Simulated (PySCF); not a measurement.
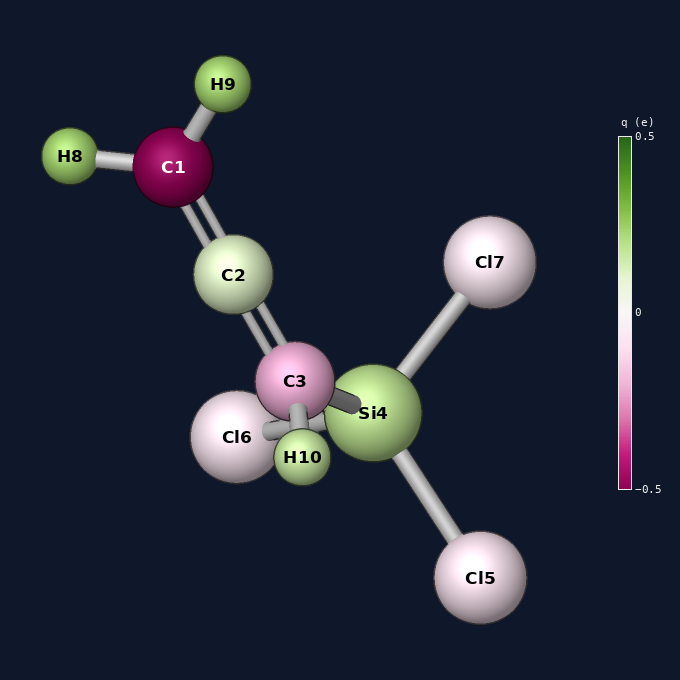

Atoms are coloured by their ESP-fitted charges. The geometry was computed by an optimisation with GFN2-xTB. No frequency run is at hand to confirm it as a minimum. Properties computed with PBE0/pcSseg-1, gas phase (PySCF 2.14.0).

Q: Which atom carries the highest charge (most positive or least negative)?

A: H8, H9 (0.23 e).

Q: And the lowest?

A: C1 (−0.49 e).

List the ESP-fitted charges.

```csv
atom,value (e)
C1,−0.49
C2,0.11
C3,−0.21
Si4,0.18
Cl5,−0.08
Cl6,−0.07
Cl7,−0.07
H8,0.23
H9,0.23
H10,0.16
```

The geometry is semi-empirical. Around Si such bond lengths and angles can be off by a tenth of an ångström or more and by several degrees, and values that hang on the shape move with them.
